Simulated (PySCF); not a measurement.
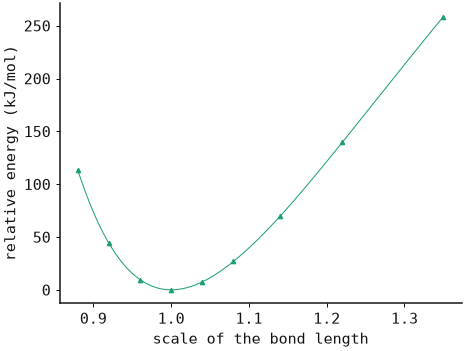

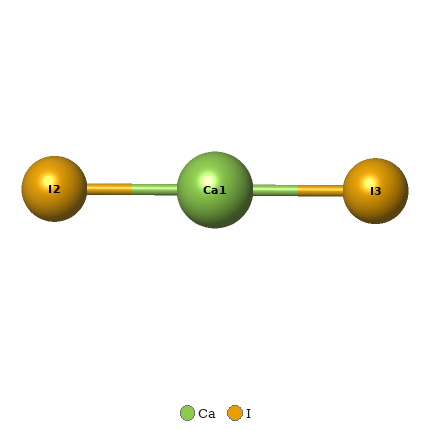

Rigid scan of CaI₂, singlet, from a minimum of the shape that electron-pair counting expects: all bonds to atom 1 scaled (atom 1 is the central atom). BP86/def2-TZVP (ECP) in PySCF, restricted determinant, no spin-orbit coupling; energies counted from the minimum. Splines pass through the computed points, which are marked.

Question: What does it cost to go to either end of the scan?

Answer: 113.2 kJ/mol at 0.88 and 258.7 kJ/mol at 1.35.

Question: Give the values at the computed points.

Answer: In kJ/mol:
| scale of the bond length | BP86 |
| --- | --- |
| 0.88 | 113.2 |
| 0.92 | 44.1 |
| 0.96 | 9.7 |
| 1.00 | 0.0 |
| 1.04 | 7.5 |
| 1.08 | 26.8 |
| 1.14 | 69.6 |
| 1.22 | 139.6 |
| 1.35 | 258.7 |
